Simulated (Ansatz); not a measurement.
B2Cl4F2

```csv
atom,x (Å),y (Å),z (Å)
B,-1.5454,0.1869,0.2644
B,0.9223,-0.8374,0.7865
Cl,0.1200,0.9669,1.0066
Cl,1.2768,-1.5476,2.3635
Cl,2.1880,-0.8001,-0.4438
Cl,-0.7456,-1.6143,0.0383
F,-1.8053,0.7170,-0.9171
F,-2.4816,0.1514,1.1954
```

Geometry: PBE0-D4/def2-SVP.

Method: Ansatz 0.2.0, isolated molecule in a Gaussian basis; Kohn-Sham density functional theory, functional PBE0.

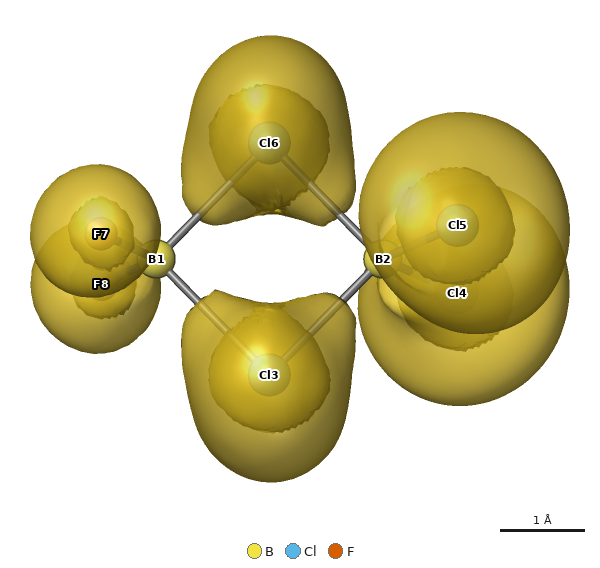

Figure 1. Isosurface of the electron localisation function at 0.75 (yellow), seen from one side. Core shells and regions of very low density are left out.

Identify the bonds, lone pairs and shells in this picture.

Answer. The ELF exceeds this value in four regions on Cl in which the atom's valence shell and bonds are merged and two regions on F in which the atom's valence shell and bonds are merged. Profiles from the grid: B–F (1.32 Å): the ELF peaks at about 0.85 between the atoms; a polar covalent bond. B–Cl (1.77 Å): the ELF peaks at about 0.90 between the atoms; a shared but strongly polarised pair.

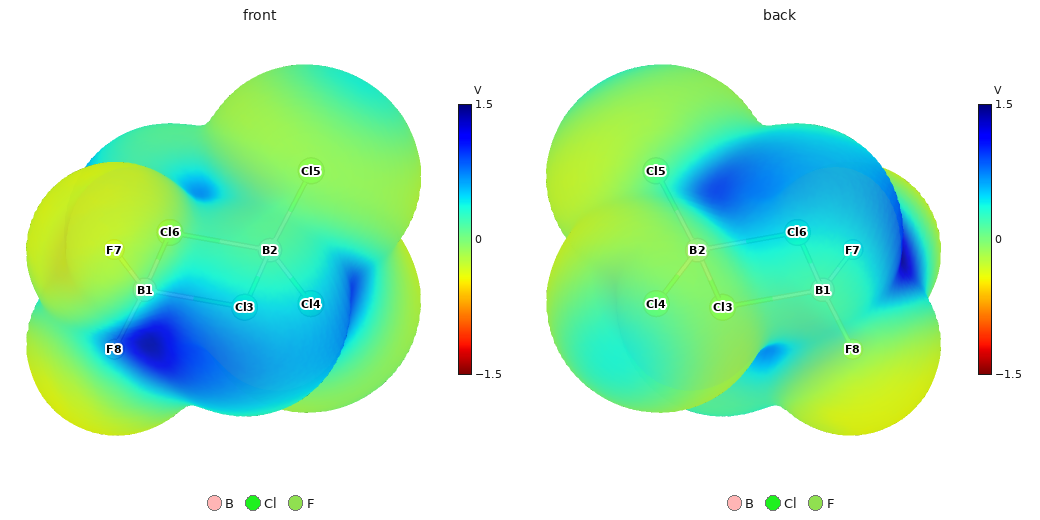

Figure 2. The electrostatic potential painted on the density surface at 0.001 e/bohr³, seen from the front and from behind; red is negative and blue positive.

Describe the electrostatic potential map.

Answer. The most negative region (about −0.4 V, or −9 kcal/mol for a unit charge) lies over F7 and F8, the most positive (about +1.3 V, or +30 kcal/mol for a unit charge) over B1. Cl4 shows a σ-hole: about +0.4 V, or +9 kcal/mol for a unit charge at the tip opposite its bond, against about −0.1 V on its flanks. Cl5 shows a σ-hole: about +0.4 V, or +9 kcal/mol for a unit charge at the tip opposite its bond, against about −0.1 V on its flanks.

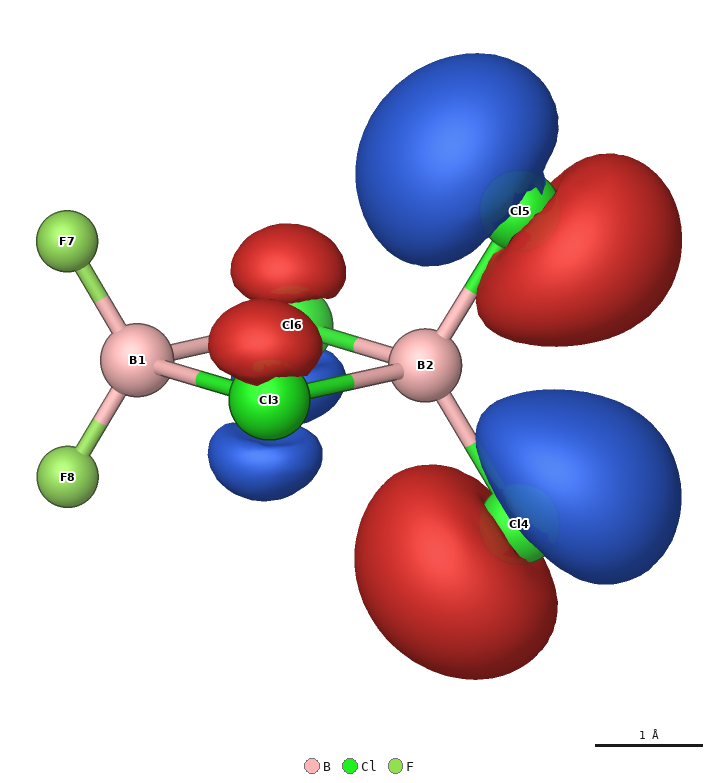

Figure 3. The HOMO at ±0.1 Å⁻³ᐟ² (red and blue are the two phases), seen at a tilt.

What is the character of this orbital?

Answer. By Hirshfeld shares it lies mainly on Cl4 (about 45 %) and Cl5 (about 45 %); largely a combination of lone pairs on Cl4 and Cl5. Its energy is −9.26 eV.
